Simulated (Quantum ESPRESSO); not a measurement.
# RbVF3: parallel moments in the primitive cell

Does RbVF3 keep a moment from a parallel start?

Calculated with Quantum ESPRESSO 7.5; PBEsol with U = 2.56 eV on V d (ortho-atomic projectors); plane waves with GBRV 1.5 PBEsol potentials, no spin-orbit coupling.

### 1. Starting point

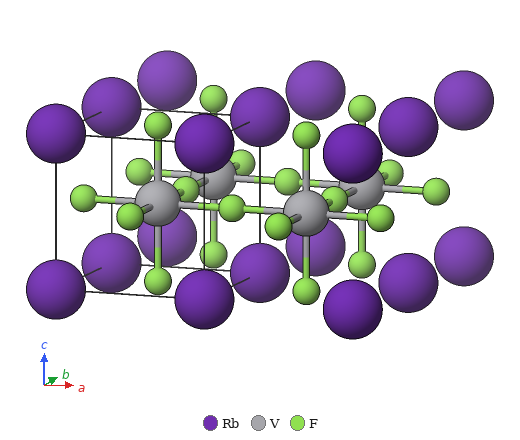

Start, viewed slightly off an axis; rubidium purple, vanadium grey, fluorine green. 2×2×1 cells are drawn. Some periodic images of atoms are drawn too.

The cell comes from the Crystallography Open Database.

### 2. Run 1 (ferro +)

The signs are those of the starting moments on the seeded atoms, the atoms that are given a moment.

pw.in reads:

```
&CONTROL
  calculation = 'scf'
  prefix = 'pwscf'
  outdir = './tmp'
  pseudo_dir = './pseudo'
  disk_io = 'nowf'
/
&SYSTEM
  ibrav = 0
  nat = 5
  ntyp = 3
  ecutwfc = 40
  ecutrho = 280
  nbnd = 32
  occupations = 'smearing'
  smearing = 'fd'
  degauss = 0.00367493
  nspin = 2
  starting_magnetization(1) = 0
  starting_magnetization(2) = 0.1538
  starting_magnetization(3) = 0
/
&ELECTRONS
  conv_thr = 1d-08
  electron_maxstep = 150
  mixing_beta = 0.3
/
ATOMIC_SPECIES
Rb     85.4678 rb_pbesol_v1.uspp.F.UPF
V      50.9415 v_pbesol_v1.4.uspp.F.UPF
F      18.9984 f_pbesol_v1.4.uspp.F.UPF
CELL_PARAMETERS angstrom
   4.1820000000    0.0000000000    0.0000000000
   0.0000000000    4.1820000000    0.0000000000
   0.0000000000    0.0000000000    4.1820000000
ATOMIC_POSITIONS crystal
Rb      0.0000000000    0.0000000000    0.0000000000
V       0.5000000000    0.5000000000    0.5000000000
F       0.5000000000    0.5000000000    0.0000000000
F       0.0000000000    0.5000000000    0.5000000000
F       0.5000000000    0.0000000000    0.5000000000
K_POINTS automatic
6 6 6 0 0 0
HUBBARD {ortho-atomic}
U V-3d 2.5600
```

On the command line:

```
$ OMP_NUM_THREADS=1 mpirun -n 2 pw.x -nk 2 -in pw.in > pw.out
```

What it wrote:

```text
Program PWSCF v.7.5 starts

     Message from routine setup:
     using ibrav=0 with symmetry is DISCOURAGED, use correct ibrav instead

     K-points division:     npool     =       2
     Subspace diagonalization in iterative solution of the eigenvalue problem:

     G-vector sticks info
     --------------------
     sticks:   dense  smooth     PW     G-vecs:    dense   smooth      PW
     Sum        1389     793    241                39007    16879    2897

     Using Slab Decomposition

     bravais-lattice index     =            0
     lattice parameter (alat)  =       7.9028  a.u.
     unit-cell volume          =     493.5699 (a.u.)^3
     number of atoms/cell      =            5
     number of atomic types    =            3
     number of electrons       =        43.00
     number of Kohn-Sham states=           32
     kinetic-energy cutoff     =      40.0000  Ry
     charge density cutoff     =     280.0000  Ry
     scf convergence threshold =      1.0E-08
     mixing beta               =       0.3000
     number of iterations used =            8  plain     mixing
     Exchange-correlation= SLA  PW   PSX  PSC
                           (   1   4  10   8   0   0   0)
     Hubbard projectors: ortho-atomic
     Hubbard parameters of DFT+U (Dudarev formulation) in eV:
     U(V-3d) =  2.5600

     Internal variables: lda_plus_u =T, lda_plus_u_kind = 0

     Internal variables: orbital_resolved =F, hub_pot_fix =F, apply_U = F

     celldm(1)=   7.902835  celldm(2)=   0.000000  celldm(3)=   0.000000
     celldm(4)=   0.000000  celldm(5)=   0.000000  celldm(6)=   0.000000

     crystal axes: (cart. coord. in units of alat)
               a(1) = (   1.000000   0.000000   0.000000 )
               a(2) = (   0.000000   1.000000   0.000000 )
               a(3) = (   0.000000   0.000000   1.000000 )

     reciprocal axes: (cart. coord. in units 2 pi/alat)
               b(1) = (  1.000000  0.000000  0.000000 )
               b(2) = (  0.000000  1.000000  0.000000 )
               b(3) = (  0.000000  0.000000  1.000000 )

     PseudoPot. # 1 for Rb read from file:
     rb_pbesol_v1.uspp.F.UPF
     Pseudo is Ultrasoft + core correction, Zval =  9.0
     Generated by new atomic code, or converted to UPF format
     Using radial grid of  881 points,  6 beta functions with:
                l(1) =   0
                l(2) =   0
                l(3) =   1
                l(4) =   1
                l(5) =   2
                l(6) =   2
     Q(r) pseudized with  8 coefficients,  rinner =    1.900   1.900   1.900
                                                       1.900   1.900

     PseudoPot. # 2 for V  read from file:
     v_pbesol_v1.4.uspp.F.UPF
     Pseudo is Ultrasoft + core correction, Zval = 13.0
     Generated by new atomic code, or converted to UPF format
     Using radial grid of  853 points,  6 beta functions with:
                l(1) =   0
                l(2) =   0
                l(3) =   1
                l(4) =   1
                l(5) =   2
                l(6) =   2
     Q(r) pseudized with  8 coefficients,  rinner =    1.100   1.100   1.100
                                                       1.100   1.100

     PseudoPot. # 3 for F  read from file:
     f_pbesol_v1.4.uspp.F.UPF
     Pseudo is Ultrasoft, Zval =  7.0
     Generated by new atomic code, or converted to UPF format
     Using radial grid of  799 points,  4 beta functions with:
                l(1) =   0
                l(2) =   0
                l(3) =   1
                l(4) =   1
     Q(r) pseudized with  8 coefficients,  rinner =    0.950   0.950   0.950

     atomic species   valence    mass     pseudopotential
     Rb                9.00    85.46780     Rb( 1.00)
     V                13.00    50.94150     V ( 1.00)
     F                 7.00    18.99840     F ( 1.00)

     Starting magnetic structure
     atomic species   magnetization
     Rb              0.000
     V               0.154
     F               0.000

     48 Sym. Ops., with inversion, found

   Cartesian axes

     site n.     atom                  positions (alat units)
         1        Rb     tau(   1) = (   0.0000000   0.0000000   0.0000000  )
         2        V      tau(   2) = (   0.5000000   0.5000000   0.5000000  )
         3        F      tau(   3) = (   0.5000000   0.5000000   0.0000000  )
         4        F      tau(   4) = (   0.0000000   0.5000000   0.5000000  )
         5        F      tau(   5) = (   0.5000000   0.0000000   0.5000000  )

     number of k points=    20  Fermi-Dirac smearing, width (Ry)=  0.0037
                       cart. coord. in units 2pi/alat
        k(    1) = (   0.0000000   0.0000000   0.0000000), wk =   0.0046296
        k(    2) = (   0.0000000   0.0000000   0.1666667), wk =   0.0277778
        k(    3) = (   0.0000000   0.0000000   0.3333333), wk =   0.0277778
        k(    4) = (   0.0000000   0.0000000  -0.5000000), wk =   0.0138889
        k(    5) = (   0.0000000   0.1666667   0.1666667), wk =   0.0555556
        [... 15 further k-points ...]

     Dense  grid:    39007 G-vectors     FFT dimensions: (  45,  45,  45)

     Smooth grid:    16879 G-vectors     FFT dimensions: (  32,  32,  32)

     Check: negative core charge=   -0.000001
     Generating pointlists ...
     new r_m :   0.2917 (alat units)  2.3051 (a.u.) for type    1
     new r_m :   0.2063 (alat units)  1.6300 (a.u.) for type    2
     new r_m :   0.2063 (alat units)  1.6300 (a.u.) for type    3

     Initial potential from superposition of free atoms

     starting charge      42.4931, renormalised to      43.0000

     negative rho (up, down):  3.489E-02 3.492E-02

     STARTING HUBBARD OCCUPATIONS:

     =================== HUBBARD OCCUPATIONS ===================
     ------------------------ ATOM    2 ------------------------
     Tr[ns(  2)] (up, down, total) =   3.00000  0.00000  3.00000
     Atomic magnetic moment for atom   2 =   3.00000
     [... lines left out ...]
     Number of occupied Hubbard levels =    3.0000

     Atomic wfc used for Hubbard projectors are orthogonalized

     Starting wfcs are   32 randomized atomic wfcs

     Self-consistent Calculation

     iteration #  1     ecut=    40.00 Ry     beta= 0.30
     Davidson diagonalization with overlap
     ethr =  1.00E-02,  avg # of iterations =  3.6

     =================== HUBBARD OCCUPATIONS ===================
     ------------------------ ATOM    2 ------------------------
     Tr[ns(  2)] (up, down, total) =   3.18393  0.24262  3.42655
     Atomic magnetic moment for atom   2 =   2.94130
     [... lines left out ...]
     Number of occupied Hubbard levels =    3.4266

     Threshold (ethr) on eigenvalues was too large:
     Diagonalizing with lowered threshold

     Davidson diagonalization with overlap
     ethr =  6.41E-04,  avg # of iterations =  1.1

     negative rho (up, down):  3.460E-02 3.463E-02

     total energy              =    -344.00740840 Ry
     estimated scf accuracy    <       0.27466171 Ry

     total magnetization       =     3.00 Bohr mag/cell
     absolute magnetization    =     3.05 Bohr mag/cell

     iteration #  2     ecut=    40.00 Ry     beta= 0.30
     Davidson diagonalization with overlap
     ethr =  6.39E-04,  avg # of iterations =  2.0

     negative rho (up, down):  3.457E-02 3.528E-02

     total energy              =    -344.05483446 Ry
     estimated scf accuracy    <       0.04609338 Ry

     total magnetization       =     3.00 Bohr mag/cell
     absolute magnetization    =     3.04 Bohr mag/cell

     iteration #  3     ecut=    40.00 Ry     beta= 0.30
     Davidson diagonalization with overlap
     ethr =  1.07E-04,  avg # of iterations =  2.3

     negative rho (up, down):  3.475E-02 3.791E-02

     total energy              =    -344.06516609 Ry
     estimated scf accuracy    <       0.01759693 Ry

     total magnetization       =     3.00 Bohr mag/cell
     absolute magnetization    =     3.04 Bohr mag/cell

     [... further iterations left out ...]

     iteration #  6     ecut=    40.00 Ry     beta= 0.30
     Davidson diagonalization with overlap
     ethr =  4.25E-07,  avg # of iterations =  2.0

     negative rho (up, down):  3.487E-02 3.845E-02

     total energy              =    -344.06676014 Ry
     estimated scf accuracy    <       0.00000740 Ry

     total magnetization       =     3.00 Bohr mag/cell
     absolute magnetization    =     3.06 Bohr mag/cell

     iteration #  7     ecut=    40.00 Ry     beta= 0.30
     Davidson diagonalization with overlap
     ethr =  1.72E-08,  avg # of iterations =  2.1

     negative rho (up, down):  3.485E-02 3.843E-02

     total energy              =    -344.06676142 Ry
     estimated scf accuracy    <       0.00000309 Ry

     total magnetization       =     3.00 Bohr mag/cell
     absolute magnetization    =     3.06 Bohr mag/cell

     iteration #  8     ecut=    40.00 Ry     beta= 0.30
     Davidson diagonalization with overlap
     ethr =  7.20E-09,  avg # of iterations =  2.2

     negative rho (up, down):  3.484E-02 3.843E-02

     total energy              =    -344.06676260 Ry
     estimated scf accuracy    <       0.00000288 Ry

     total magnetization       =     3.00 Bohr mag/cell
     absolute magnetization    =     3.06 Bohr mag/cell

     iteration #  9     ecut=    40.00 Ry     beta= 0.30
     Davidson diagonalization with overlap
     ethr =  6.71E-09,  avg # of iterations =  2.0

     negative rho (up, down):  3.484E-02 3.843E-02

     Magnetic moment per site  (integrated on atomic sphere of radius R)
     atom   1 (R=0.292)  charge=  7.3035  magn=  0.0031
     atom   2 (R=0.206)  charge= 10.1766  magn=  2.2499
     atom   3 (R=0.206)  charge=  6.6786  magn=  0.0195
     atom   4 (R=0.206)  charge=  6.6786  magn=  0.0195
     atom   5 (R=0.206)  charge=  6.6786  magn=  0.0195

     End of self-consistent calculation

     =================== HUBBARD OCCUPATIONS ===================
     ------------------------ ATOM    2 ------------------------
     Tr[ns(  2)] (up, down, total) =   3.21304  0.29723  3.51028
     Atomic magnetic moment for atom   2 =   2.91581
     [... lines left out ...]
     Number of occupied Hubbard levels =    3.5103

     [... lines left out ...]
     the Fermi energy is     9.3779 ev

!    total energy              =    -344.06676333 Ry
     estimated scf accuracy    <          8.8E-09 Ry
     smearing contrib. (-TS)   =      -0.00000000 Ry
     internal energy E=F+TS    =    -344.06676333 Ry

     The total energy is F=E-TS. E is the sum of the following terms:
     one-electron contribution =    -165.55000091 Ry
     hartree contribution      =     104.33195012 Ry
     xc contribution           =     -60.45741551 Ry
     ewald contribution        =    -222.43836562 Ry
     Hubbard energy            =       0.04706859 Ry

     total magnetization       =     3.00 Bohr mag/cell
     absolute magnetization    =     3.06 Bohr mag/cell

     convergence has been achieved in   9 iterations

=------------------------------------------------------------------------------=
   JOB DONE.
=------------------------------------------------------------------------------=
```

It took 16 s on 2 MPI ranks of Arm Neoverse V2, shared host; peak memory 0.34 GiB; 33 s of CPU time.

Spin moment in the atom's sphere by atom:

```tsv
atom	spin moment in the atom's sphere (μB)
Rb1	0.00
V2	2.25
F3	0.02
F4	0.02
F5	0.02
```

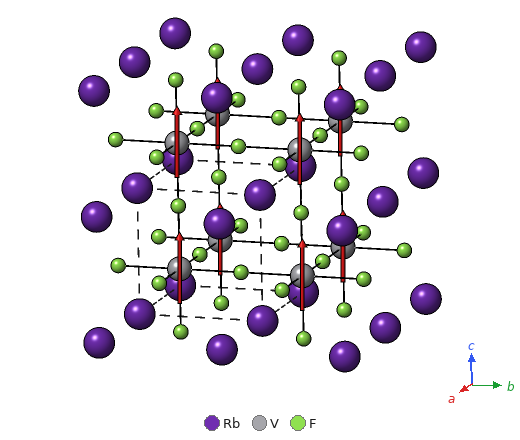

Spin moment in the atom's sphere as arrows, the longest 2.25 μB. Up and down stand for the sign. Arrows give size and sign along the axis of quantisation, drawn up and down the page. 2×2×2 cells are drawn. Some periodic images of atoms are drawn too.

Read from the output:

- smearing term TS: 2.61e-11 eV
- magnetization: 3 μB
- absolute magnetization: 3.059 μB
- final state: ferromagnetic

### 3. Run 2, typed as no spin polarisation

Edit pw.in of step 2 so:

```diff
@@ -13,3 +13,3 @@
   ecutrho = 280
-  nbnd = 32
+  nbnd = 31
   occupations = 'smearing'
@@ -17,6 +17,2 @@
   degauss = 0.00367493
-  nspin = 2
-  starting_magnetization(1) = 0
-  starting_magnetization(2) = 0.1538
-  starting_magnetization(3) = 0
 /
```

What it wrote:

```text
[banner, memory and clock lines left out]
Program PWSCF v.7.5 starts

     Message from routine setup:
     using ibrav=0 with symmetry is DISCOURAGED, use correct ibrav instead

     bravais-lattice index     =            0
     lattice parameter (alat)  =       7.9028  a.u.
     unit-cell volume          =     493.5699 (a.u.)^3
     number of atoms/cell      =            5
     number of atomic types    =            3
     number of electrons       =        43.00
     number of Kohn-Sham states=           31
     kinetic-energy cutoff     =      40.0000  Ry
     charge density cutoff     =     280.0000  Ry
     scf convergence threshold =      1.0E-08
     mixing beta               =       0.3000
     number of iterations used =            8  plain     mixing
     Exchange-correlation= SLA  PW   PSX  PSC
                           (   1   4  10   8   0   0   0)
     Hubbard projectors: ortho-atomic
     Hubbard parameters of DFT+U (Dudarev formulation) in eV:
     U(V-3d) =  2.5600

     Internal variables: lda_plus_u =T, lda_plus_u_kind = 0

     Internal variables: orbital_resolved =F, hub_pot_fix =F, apply_U = F

     celldm(1)=   7.902835  celldm(2)=   0.000000  celldm(3)=   0.000000
     celldm(4)=   0.000000  celldm(5)=   0.000000  celldm(6)=   0.000000

     crystal axes: (cart. coord. in units of alat)
               a(1) = (   1.000000   0.000000   0.000000 )
               a(2) = (   0.000000   1.000000   0.000000 )
               a(3) = (   0.000000   0.000000   1.000000 )

     reciprocal axes: (cart. coord. in units 2 pi/alat)
               b(1) = (  1.000000  0.000000  0.000000 )
               b(2) = (  0.000000  1.000000  0.000000 )
               b(3) = (  0.000000  0.000000  1.000000 )

     PseudoPot. # 1 for Rb read from file:
     rb_pbesol_v1.uspp.F.UPF
     Pseudo is Ultrasoft + core correction, Zval =  9.0

     PseudoPot. # 2 for V  read from file:
     v_pbesol_v1.4.uspp.F.UPF
     Pseudo is Ultrasoft + core correction, Zval = 13.0

     PseudoPot. # 3 for F  read from file:
     f_pbesol_v1.4.uspp.F.UPF
     Pseudo is Ultrasoft, Zval =  7.0

     atomic species   valence    mass     pseudopotential
     Rb                9.00    85.46780     Rb( 1.00)
     V                13.00    50.94150     V ( 1.00)
     F                 7.00    18.99840     F ( 1.00)

     48 Sym. Ops., with inversion, found

   Cartesian axes

     site n.     atom                  positions (alat units)
         1        Rb     tau(   1) = (   0.0000000   0.0000000   0.0000000  )
         2        V      tau(   2) = (   0.5000000   0.5000000   0.5000000  )
         3        F      tau(   3) = (   0.5000000   0.5000000   0.0000000  )
         4        F      tau(   4) = (   0.0000000   0.5000000   0.5000000  )
         5        F      tau(   5) = (   0.5000000   0.0000000   0.5000000  )

     number of k points=    20  Fermi-Dirac smearing, width (Ry)=  0.0037
                       cart. coord. in units 2pi/alat
        k(    1) = (   0.0000000   0.0000000   0.0000000), wk =   0.0092593
        k(    2) = (   0.0000000   0.0000000   0.1666667), wk =   0.0555556
        k(    3) = (   0.0000000   0.0000000   0.3333333), wk =   0.0555556
        k(    4) = (   0.0000000   0.0000000  -0.5000000), wk =   0.0277778
        k(    5) = (   0.0000000   0.1666667   0.1666667), wk =   0.1111111
        [... 15 further k-points ...]

     Dense  grid:    39007 G-vectors     FFT dimensions: (  45,  45,  45)

     Smooth grid:    16879 G-vectors     FFT dimensions: (  32,  32,  32)

     Check: negative core charge=   -0.000001

     Initial potential from superposition of free atoms

     starting charge      42.4931, renormalised to      43.0000

     negative rho (up, down):  6.981E-02 0.000E+00

     STARTING HUBBARD OCCUPATIONS:

     =================== HUBBARD OCCUPATIONS ===================
     ------------------------ ATOM    2 ------------------------
     Tr[ns(  2)] =   3.00000
     [... lines left out ...]
     Number of occupied Hubbard levels =    3.0000

     Atomic wfc used for Hubbard projectors are orthogonalized

     Starting wfcs are   32 randomized atomic wfcs

     Self-consistent Calculation

     iteration #  1     ecut=    40.00 Ry     beta= 0.30
     Davidson diagonalization with overlap
     ethr =  1.00E-02,  avg # of iterations =  3.5

     =================== HUBBARD OCCUPATIONS ===================
     ------------------------ ATOM    2 ------------------------
     Tr[ns(  2)] =   3.42718
     [... lines left out ...]
     Number of occupied Hubbard levels =    3.4272

     Threshold (ethr) on eigenvalues was too large:
     Diagonalizing with lowered threshold

     Davidson diagonalization with overlap
     ethr =  5.99E-04,  avg # of iterations =  1.3

     negative rho (up, down):  6.925E-02 0.000E+00

     total energy              =    -343.79973724 Ry
     estimated scf accuracy    <       0.26062680 Ry

     iteration #  2     ecut=    40.00 Ry     beta= 0.30
     Davidson diagonalization with overlap
     ethr =  6.06E-04,  avg # of iterations =  2.2

     negative rho (up, down):  6.918E-02 0.000E+00

     total energy              =    -343.83731592 Ry
     estimated scf accuracy    <       0.02900545 Ry

     [... further iterations left out ...]

     iteration # 10     ecut=    40.00 Ry     beta= 0.30
     Davidson diagonalization with overlap
     ethr =  1.88E-10,  avg # of iterations =  2.2

     negative rho (up, down):  6.965E-02 0.000E+00

     total energy              =    -343.83662114 Ry
     estimated scf accuracy    <       0.00000003 Ry

     iteration # 11     ecut=    40.00 Ry     beta= 0.30
     Davidson diagonalization with overlap
     ethr =  6.68E-11,  avg # of iterations =  1.9

     negative rho (up, down):  6.964E-02 0.000E+00

     End of self-consistent calculation

     =================== HUBBARD OCCUPATIONS ===================
     ------------------------ ATOM    2 ------------------------
     Tr[ns(  2)] =   3.61054
     [... lines left out ...]
     Number of occupied Hubbard levels =    3.6105
     [... lines left out ...]
     the Fermi energy is     9.6373 ev

!    total energy              =    -343.83662117 Ry
     estimated scf accuracy    <          3.2E-09 Ry
     smearing contrib. (-TS)   =      -0.00555658 Ry
     internal energy E=F+TS    =    -343.83106459 Ry

     The total energy is F=E-TS. E is the sum of the following terms:
     one-electron contribution =    -165.16014618 Ry
     hartree contribution      =     103.77202573 Ry
     xc contribution           =     -60.18120293 Ry
     ewald contribution        =    -222.43836562 Ry
     Hubbard energy            =       0.17662441 Ry

     convergence has been achieved in  11 iterations
```

The job ended after 11 s (2 MPI ranks; peak memory 0.29 GiB; 21 s of CPU time).

Numbers from this step:

```yaml
smearing_term_ts: 0.07560 eV
final_state: non-magnetic (no spin polarisation)
```

### 4. Energies of the orders

An order is kept where moments of 0.15 μB or more survive with the typed signs; meshes match where a doubled cell samples the same k points as the first cell.

Orders:

```tsv
start	final state	typed order kept	energy over the lowest (meV a seeded atom)	largest site moment (μB)	net moment (μB a cell of the first run)	mesh matched	CPU time (s)
ferro +	ferromagnetic	yes	0	2.25	3	yes	32.76
no spin polarisation	non-magnetic	-	3131	0	0	yes	21.46
```

### 5. Occupations of the corrected shells in the lowest state

Occupations of the Hubbard shells:

```tsv
block	type	shell	spin	electrons	occupation numbers
2	V	3d	up	3.213	0.116 0.116 0.993 0.993 0.993
2	V	3d	down	0.2972	0.035 0.035 0.035 0.097 0.097
```

### 6. Results

```json
{
 "state found": "ferromagnetic (from ferro +)",
 "largest site moment": "2.25 μB",
 "state without moments (under the same U)": "3131 meV a seeded atom higher"
}
```

What this shows: Under a U the spinless run pays the Hubbard penalty of a partly filled shell, so its energy overstates what forming the moments gains. No opposed start was run, so this says nothing of the order that the crystal takes. In another run degenerate orbitals of a corrected shell are partly filled, so under the U its energy may be too high.

[Logs and program files are shortened in this print: banners, set-up blocks, solver, clock and traceback lines can be left out without a mark of their own.]

[Logs are printed without paths, hosts, clocks, repeated set-up lines and the standing remarks that a program may print on its own settings, such as how far it seeks lower states.]

[Hosts, paths, dates, database ids (printed as entryN), source tags and the programs' standing remarks are cut or masked in the printed files.]

[Where a cell is said to come from a database of computed structures, the database is the Materials Project.]
